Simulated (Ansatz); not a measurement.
## CdWO4 (P2/c): a many-body input that goes wrong, and its mend

A first try at the G0W0 gap of CdWO4 (P2/c), what the program said, and an input that works.

Calculated with Ansatz 0.2.0; G0W0 on LDA, plane waves, PAW.

### 1. The structure

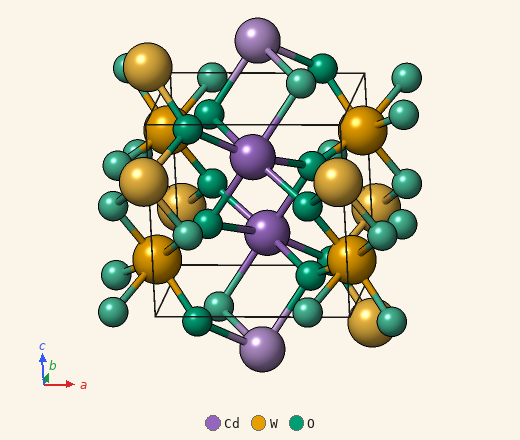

The starting structure, seen slightly off an axis (cadmium purple, tungsten orange, oxygen teal). Some periodic images of atoms are drawn too.

The cell and positions come from the Crystallography Open Database and are kept as given unless a step says otherwise. Spin-orbit coupling is left out unless a step names it. The default PAW set here is soft_2. Its files were made with PBE.

### 2. First try

File input.yaml:

```yaml
crystal:
  lattice:
    - [5.04, 0.0, 0.0]
    - [0.0, 5.8701, 0.0]
    - [-0.1309573182, 0.0, 5.0824131071]
  atoms:
    - { symbol: Cd, position: [0.5, 0.69729, 0.25] }
    - { symbol: Cd, position: [0.5, 0.30271, 0.75] }
    - { symbol: W, position: [0.0, 0.17855, 0.25] }
    - { symbol: W, position: [0.0, 0.82145, 0.75] }
    - { symbol: O, position: [0.2018, 0.0955, 0.9504] }
    - { symbol: O, position: [0.7982, 0.0955, 0.5496] }
    - { symbol: O, position: [0.7982, 0.9045, 0.0496] }
    - { symbol: O, position: [0.2018, 0.9045, 0.4504] }
    - { symbol: O, position: [0.242, 0.3703, 0.3839] }
    - { symbol: O, position: [0.758, 0.3703, 0.1161] }
    - { symbol: O, position: [0.758, 0.6297, 0.6161] }
    - { symbol: O, position: [0.242, 0.6297, 0.8839] }
kpoints:
  mp_grid: { grid: [1, 1, 1] }
hamiltonian:
  xc: lda
scf:
  occupations: { method: fixed }
gw:
  n_empty_bands: 244
  ecut_chi: 80
  qp_bands: [v4, c4]
  qp_kpoints: band_edges
  screening: { model: contour_deformation }
```

Run with:

```bash
$ ansatz run input.yaml --threads 24 --pin off --max-ram 82944MiB --backend cuda --events-out ev --progress --plain --runs-dir out --devices 1 --max-vram 78GiB
```

Numbers of over 12 decimals in the logs are rounded to 6 here.

Output:

```text
GPUs: using 1 of 1 available (devices: 1).
Engine: ansatz 0.2.0, aarch64-unknown-linux-gnu
Pseudopotentials: kind: paw
Pseudopotential: Cd, paw, valence charge 20, recommended cutoff 420 eV (normal), Cd.paw.azcp
Pseudopotential: W, paw, valence charge 14, recommended cutoff 420 eV (normal), W.paw.azcp
Pseudopotential: O, paw, valence charge 6, recommended cutoff 420 eV (normal), O.paw.azcp
Functional definition: SPW92
  exchange = slater_x
  correlation = pw_c
device memory: the entry about to start is reckoned to put 1.2 GiB on a device that reports 180.0 GiB free (of which the cap on the GPU budget leaves the run 78.0 GiB)
GPU FFT provider: cuFFT
GPU libraries: cuBLAS 13.8.1, cuFFT 12.4.0, cuSOLVER 12.3.2
GPU matrix products: emulated (plane waves: as basis.precision tells), large ones in fixed point in workspaces of 1.00 GiB
Crystal: 12 atoms, lattice volume = 150.365 Å³
Basis set: ecut = 420 eV, 2943 PW (Γ)
Bands: 70, of which v1, the nominal top of the filled ones, is band 58 counted from 1 (57 counted from 0)
Symmetry: 4 space group operations
Space group: P2/c (ITA 13), of the structure as read, at distance tolerance 5.3e-5 Å
k-points: 1
Non-local potential: Cd, projectors of the file, l = 0: 3, l = 1: 2, l = 2: 2, l = 3: 1
Non-local potential: W, projectors of the file, l = 0: 3, l = 1: 2, l = 2: 2, l = 3: 1
Non-local potential: O, projectors of the file, l = 0: 2, l = 1: 2, l = 2: 1
PAW form: soft (Blöchl's): semilocal exchange-correlation on the pseudo side does not see the compensation charge
PAW frozen core: Cd, regenerated for the run's functional, and the local potential with it (the file was generated under x = pbe(κ = 0.804, μ = 0.219515), c = pbe(β = 0.066725))
PAW frozen core: W, regenerated for the run's functional, and the local potential with it (the file was generated under x = pbe(κ = 0.804, μ = 0.219515), c = pbe(β = 0.066725))
PAW frozen core: O, regenerated for the run's functional, and the local potential with it (the file was generated under x = pbe(κ = 0.804, μ = 0.219515), c = pbe(β = 0.066725))
PAW one-centre angular grid: Cd, 590 points (default); XC on 64 Gauss nodes
PAW one-centre angular grid: W, 590 points (default); XC on 64 Gauss nodes
PAW one-centre angular grid: O, 110 points (default); XC on 64 Gauss nodes
Initial density: superposition of atomic densities (neutral atoms: chi_scale 0, normalization atom), corrected by the library's trained network
Initial wavefunctions: pseudopotential atomic-orbital guess
GPU buffer pool allocated for 51840 grid points (all kernels)
GPU transforms: local potential and band sums: pruned to the plane-wave sphere, on 36×40×36
Functional: x = slater, c = lda
SCF iter   1: F=—  HF=-40939.817714 eV  |F-HF|=—  |Δ(HF+E_count)|=         —  Δρ=2.53e-2  dr2=8.96e-1  ethr=1.77e-3  ⟨swp⟩=4.0  Hψ=231  notcnv=0  defer=9
preconditioner: auto → Resta (q_TF=auto, 2.613 Å⁻¹)  ε∞=6.7  [insulator: Δε(μ)=3.433 eV  Ē_g=11.642 eV  n_scr=40 (ndim 8)  ℏωp=27.8 eV  f_vac=0.057  ε∞_Penn≈6.7]
SCF iter   2: F=—  HF=-40939.650221 eV  |F-HF|=—  |Δ(HF+E_count)|=   1.67e-1  Δρ=9.51e-3  dr2=1.11e-1  ethr=7.72e-4  ⟨swp⟩=2.0  Hψ=107  notcnv=0  defer=7
SCF iter   3: F=—  HF=-40939.628933 eV  |F-HF|=—  |Δ(HF+E_count)|=   2.13e-2  Δρ=3.81e-3  dr2=1.27e-2  ethr=9.54e-5  ⟨swp⟩=2.0  Hψ=106  notcnv=0  defer=9
SCF iter   4: F=—  HF=-40939.625406 eV  |F-HF|=—  |Δ(HF+E_count)|=   3.53e-3  Δρ=1.28e-3  dr2=2.28e-3  ethr=1.10e-5  ⟨swp⟩=3.0  Hψ=123  notcnv=0  defer=10
SCF iter   5: F=—  HF=-40939.624980 eV  |F-HF|=—  |Δ(HF+E_count)|=   4.26e-4  Δρ=3.85e-4  dr2=1.69e-4  ethr=1.97e-6  ⟨swp⟩=2.0  Hψ=103  notcnv=0  defer=9
SCF iter   6: F=—  HF=-40939.624968 eV  |F-HF|=—  |Δ(HF+E_count)|=   1.27e-5  Δρ=1.17e-4  dr2=2.34e-5  ethr=1.46e-7  ⟨swp⟩=2.0  Hψ=82  notcnv=0  defer=5
SCF iter   7: F=—  HF=-40939.624968 eV  |F-HF|=—  |Δ(HF+E_count)|=   2.49e-7  Δρ=3.17e-5  dr2=1.98e-6  ethr=2.02e-8  ⟨swp⟩=2.0  Hψ=86  notcnv=0  defer=5
SCF iter   8: F=—  HF=-40939.624968 eV  |F-HF|=—  |Δ(HF+E_count)|=   2.15e-7  Δρ=7.63e-6  dr2=1.47e-7  ethr=1.70e-9  ⟨swp⟩=2.0  Hψ=85  notcnv=0  defer=5
SCF iter   9: F=-40939.624968 eV  HF=-40939.624968 eV  |F-HF|=1.69e-9  |Δ(HF+E_count)|=   9.45e-9  Δρ=1.85e-6  dr2=8.25e-9  ethr=8.62e-11  ⟨swp⟩=10.0  Hψ=206  notcnv=0
SCF 1 converged in 9 iterations: F = -40939.624968 eV  dr2 = 8.25e-9
[...]
device memory: the entry about to start is reckoned to put 1.4 GiB on a device that reports 179.9 GiB free (of which the cap on the GPU budget leaves the run 78.0 GiB)
NSCF: frozen V_eff on 1 k-points
[...]
device memory: the entry about to start is reckoned to put 1.5 GiB on a device that reports 181.4 GiB free (of which the cap on the GPU budget leaves the run 78.0 GiB)
NSCF: frozen V_eff on 1 k-points
G₀W₀ screening: q 1/1
G₀W₀ self-energy: k 1/1
device memory: the entry about to start is reckoned to put 0.9 GiB on a device that reports 182.3 GiB free (of which the cap on the GPU budget leaves the run 78.0 GiB)
NSCF: frozen V_eff on 1 k-points
device memory: the entry about to start is reckoned to put 0.9 GiB on a device that reports 182.3 GiB free (of which the cap on the GPU budget leaves the run 78.0 GiB)
NSCF: frozen V_eff on 1 k-points
device memory: the entry about to start is reckoned to put 0.9 GiB on a device that reports 182.3 GiB free (of which the cap on the GPU budget leaves the run 78.0 GiB)
NSCF: frozen V_eff on 1 k-points
device memory: the entry about to start is reckoned to put 0.9 GiB on a device that reports 182.3 GiB free (of which the cap on the GPU budget leaves the run 78.0 GiB)
NSCF: frozen V_eff on 1 k-points
device memory: the entry about to start is reckoned to put 0.9 GiB on a device that reports 182.3 GiB free (of which the cap on the GPU budget leaves the run 78.0 GiB)
NSCF: frozen V_eff on 1 k-points
device memory: the entry about to start is reckoned to put 0.9 GiB on a device that reports 182.3 GiB free (of which the cap on the GPU budget leaves the run 78.0 GiB)
NSCF: frozen V_eff on 1 k-points
device memory: the entry about to start is reckoned to put 0.9 GiB on a device that reports 182.3 GiB free (of which the cap on the GPU budget leaves the run 78.0 GiB)
NSCF: frozen V_eff on 1 k-points
device memory: the entry about to start is reckoned to put 0.9 GiB on a device that reports 182.3 GiB free (of which the cap on the GPU budget leaves the run 78.0 GiB)
NSCF: frozen V_eff on 1 k-points
device memory: the entry about to start is reckoned to put 0.9 GiB on a device that reports 182.3 GiB free (of which the cap on the GPU budget leaves the run 78.0 GiB)
NSCF: frozen V_eff on 1 k-points
SCF converged after 9 iterations
Free energy (F): -40939.624968 eV
Harris-Foulkes:  -40939.624968 eV  (|F-HF|=1.69e-9)
Internal energy: -40939.624968 eV  (E = F + TS)
E sigma→0 (E₀):  -40939.624968 eV
Fermi energy:    8.487326 eV
--- Per-component energies (eV) ---
  E_band       = -1372.970110
  E_kinetic    = 3292.948052
  E_local      = -11335.786692  (includes V_loc(G=0)·N_el)
  E_nonlocal   = 494.512648
  E_hartree    = 4735.477763
  E_xc         = -1451.825903
  E_vxc        = -1654.202971  (∫ρ·V_xc dr)
  E_paw        = -25693.422836  (= ΣΔE_a)
  E_vpaw       = -1641.415563  (= ΣTr[D̂ρ^β])
  E_aug_tail   = 0.019856  (compensation charges beyond the density's cutoff)
  E_ewald      = -10984.422672
  E_core_change = 2.874815  (= ΣΔE_core)
  E_smearing   = -0.000000  (= −TS)
  E_closure    = 0.000000  (closes the sum)
  Σ components = -40939.624968   (vs F -40939.624968, Δ=0.00e0)
--- Band table (eV) ---
  k-point 0: bands = [... 54 lower, 8.1253, 8.2500, 8.4491, 8.4873, 12.1226, 12.5662, 12.5668, 12.7763, ... 8 higher]
--- G₀W₀: contour deformation, 6 samples at zero and on the imaginary axis and 0 off it, 1 q-point, 244 empty bands' worth ---
  eigenvalues of the whole cell's RPA ε∞ on this k-mesh (on a slab, of 1 + 4πα/V) = 4.8905, 4.9838, 5.8142; static W/v taken at q = 0 is 0.190719
  gw.qp_kpoints: band_edges: 1 of 1 stored k-point solved, in 1 pass; an edge of the gap read off the rows below is read off those points alone
    ik  band        ε_KS         Σx   Σc(E_QP)       V_xc       Z   E_QP_lin       E_QP  E_QP is
     0    55      8.1253   -26.7045     5.3704   -21.1041  0.7261     7.8943     7.8953  root
     0    56      8.2500   -26.3745     5.3570   -20.8121  0.7262     8.0438     8.0446  root
     0    57      8.4491   -26.7473     5.4929   -21.0331  0.7263     8.2269     8.2278  root
     0    58      8.4873   -27.8592     5.0502   -22.6316  0.7413     8.3094     8.3099  root
     0    59     12.1226   -14.1973    -4.6515   -20.2226  0.7713    13.5282    13.4964  root
     0    60     12.5662   -15.5594    -4.8866   -21.9171  0.7647    14.0770    14.0373  root
     0    61     12.5668   -14.0619    -4.6616   -20.0574  0.7708    13.9312    13.9006  root
     0    62     12.7763   -13.8062    -4.8166   -19.9390  0.7724    14.1231    14.0925  root
```

Elapsed: 1.8 s, on 1 × NVIDIA GB200 (shared by 2 runs) with 24 threads of Arm Neoverse V2, shared host; peak memory 1.3 GiB; 3.9 s of CPU time.

The column dr2 measures how far the density is from self-consistency, as an energy; F and HF (Harris–Foulkes) agree once it is small.

**What went wrong?**

The run ended normally, though the input holds a fault or crude settings.

The fault: G0W0 on a mesh far too coarse. So few points can't sample the density or the screening, and the band edges may lie elsewhere in the zone.

It printed a gap of 5.19 eV, which is an artefact of the settings.

### 3. A better input

Now the one-shot GW correction: screening in the RPA, then the self-energy of the levels asked for.

input.yaml, as its differences from that of step 2:

```diff
@@ -19,3 +19,3 @@
 kpoints:
-  mp_grid: { grid: [1, 1, 1] }
+  mp_grid: { grid: [4, 2, 4] }
 hamiltonian:
@@ -25,4 +25,4 @@
 gw:
-  n_empty_bands: 244
-  ecut_chi: 80
+  n_empty_bands: 321
+  ecut_chi: 96
   qp_bands: [v4, c4]
```

Output:

```text
GPUs: using 1 of 1 available (devices: 1).
[...]
Crystal: 12 atoms, lattice volume = 150.365 Å³
Basis set: ecut = 420 eV, 2943 PW (Γ)
Bands: 70, of which v1, the nominal top of the filled ones, is band 58 counted from 1 (57 counted from 0)
[... 1 set-up line as in the run before ...]
[...]
k-points: 20 of 32
[...]
SCF iter   1: F=—  HF=-40940.150740 eV  |F-HF|=—  |Δ(HF+E_count)|=         —  Δρ=2.13e-2  dr2=6.39e-1  ethr=1.77e-3  ⟨swp⟩=4.8  Hψ=4810  notcnv=0  defer=189
[...]
SCF iter   8: F=-40940.003535 eV  HF=-40940.003535 eV  |F-HF|=1.39e-9  |Δ(HF+E_count)|=   6.49e-7  Δρ=6.18e-6  dr2=8.84e-8  ethr=8.62e-11  ⟨swp⟩=8.6  Hψ=5199  notcnv=0
SCF 1 converged in 8 iterations: F = -40940.003535 eV  dr2 = 8.84e-8
[...]
NSCF: frozen V_eff on 20 k-points
[...]
SCF converged after 8 iterations
[...]
12    62     12.8665   -16.2757    -4.3055   -22.0016  0.7685    14.3212    14.2869  root
    13    55      7.9934   -27.0389     4.5577   -22.2170  0.7439     7.7281     7.7293  root
    13    56      8.0327   -27.1557     4.6574   -22.2308  0.7452     7.7641     7.7653  root
    13    57      8.2881   -26.4397     4.6509   -21.5413  0.7386     8.0396     8.0406  root
    13    58      8.3484   -26.1819     4.6214   -21.3389  0.7394     8.1261     8.1269  root
    13    59     11.7727   -15.1993    -4.3893   -20.8821  0.7870    13.0889    13.0661  root
    13    60     12.3856   -14.6374    -4.3655   -20.3295  0.7861    13.7369    13.7122  root
    13    61     12.7822   -15.9775    -4.4573   -21.8413  0.7717    14.2222    14.1887  root
[...]
19    59     12.4191   -16.0262    -4.3300   -21.7078  0.7728    13.8001    13.7707  root
    19    60     12.4191   -16.0262    -4.3300   -21.7078  0.7728    13.8001    13.7707  root
    19    61     12.6578   -15.2865    -4.3539   -20.9702  0.7809    14.0147    13.9876  root
    19    62     12.6578   -15.2865    -4.3539   -20.9702  0.7809    14.0147    13.9876  root
```

The job ended after 9.2 s (1 × NVIDIA GB200 (shared by 2 runs) with 24 threads; peak memory 1.9 GiB; 34 s of CPU time).

This step gave:

* bands summed: 379
* RPA ε∞ on this mesh (eigenvalues): 4.721, 5.057, 5.273
* plane waves in the screening matrix: 313
* q-points in the mesh: 32
* G0W0 gap on the mesh: 4.449 eV
* k of the valence top: 0, -0.5, 0
* k of the conduction bottom: 0, -0.5, 0
* starting gap on the mesh: 2.974 eV
* Z at the valence top: 0.7493
* Z at the conduction bottom: 0.7886
* least direct G0W0 gap on the computed points: 4.449 eV

The gap on the mesh goes from 2.97 eV to 4.45 eV, a correction of +1.47 eV. Between the two edge states, bare exchange in place of the xc potential would open the gap by 10.37 eV, and correlation takes back 8.89 eV.

### 4. What came out

```yaml
first_try: converged after 1.8 s
better_run: G0W0 gap on the mesh 4.45 eV (4×2×4 mesh, 321 empty bands, screening to 96 eV)
```

The second run differs in: mesh, empty bands and screening cutoff (eV). Bands and cutoff are finite, so the gap is not at the basis limit. The miss can reach some tenths of an eV and take either sign; the mesh is an error of its own. The 4×2×4 mesh is coarse for this cell (its supercell is 12 Å along the shortest edge). The RPA ε∞ on it, from the LDA start, is 4.72, 5.06 and 5.27; such meshes misread the long-range screening, most where the gap is narrow. A d shell, filled or nearly so, lies near the gap. One-shot GW converges very slowly in bands there, not always from below, and on a semilocal start the gap tends to come out low; starts rich in exact exchange can overshoot instead. The many-body steps are scalar-relativistic: spin-orbit coupling is not in them.

[Paths, hosts, dates, memory and timing lines, banners, echoed tables and standing remarks are left out of the program output.]

[Logs are printed without paths, hosts, clocks, repeated set-up lines and the standing remarks that a program may print on its own settings, such as how far it seeks lower states.]

[Runs of the session that timed out or met a known fault of the program may be left out.]

[Cells called generated may have been cut or substituted from an entry of the Crystallography Open Database or the Materials Project.]

[Hosts, paths, dates, database ids (printed as entryN), source tags and the programs' standing remarks are cut or masked in the printed files.]
